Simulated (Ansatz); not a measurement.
Computed with PBE (plane waves to 420 eV, PAW; Ansatz, a quantum-chemistry and plane-wave program).

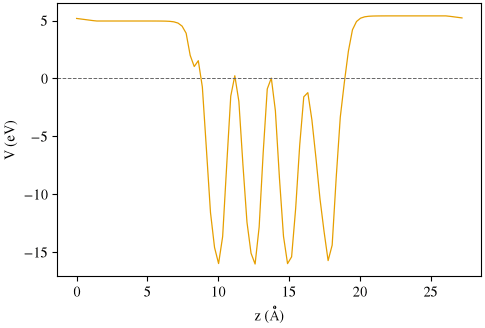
Figure. Electrostatic potential energy of an electron, averaged over planes parallel to the surface, in eV from the highest filled level, for a constructed model of the (000-1) surface of 4H silicon carbide (in the relaxation 3 C–C bonds formed), C-terminated, (√3x√3)R30° C adatom at T4 (bottom of the slab: 3 H on 3 bottom sites)

Set-up: 28 atoms, 11.0 Å thick at the start with caps and adatoms (thin: gaps and levels are the slab's own); mesh 6x6x1; 0.025 eV smearing; dipole correction on; 6 atoms held, the rest relaxed; held to the start's symmetry, so lower structures may exist; spin-polarised, ending with about 1.0 μB a cell; orders that need a larger cell were not tried, no spin-orbit, no U. In PBE it is, or lies within 0.01 eV a 1x1 cell of, the lowest of the 2 structures of its composition computed so far; subsurface sites and larger cells were not tried.

The vacuum level lies 5.40 eV above the highest filled level over the top face and 4.96 eV above it under the bottom face.
